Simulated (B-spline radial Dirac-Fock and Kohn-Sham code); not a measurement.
Iron in charge state +2 (Fe²⁺). Computed with a radial B-spline solver: a Dirac–Hartree–Slater potential; 1 + βP₂(cos θ) + (δ + γ cos²θ) sin θ cos φ with E1 and E1–E2 terms. Open shells are averaged over j.

Predict the main features of the following plot. Angular distribution of photoelectrons from L3 (2p3/2) in the plane of the polarisation E (up) and the photon direction k (right), relative to an isotropic one.

At 903 eV, β = 1.267, γ = −0.075 and δ = 0.011. At 903 eV the emission 45° forward of E is 0.97 times that 45° backward, and the lobe peaks 0° from E.

The computed plot:

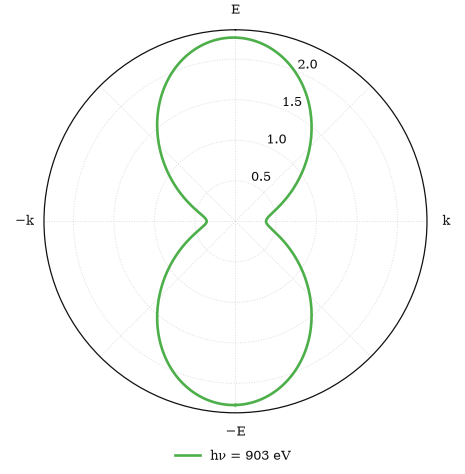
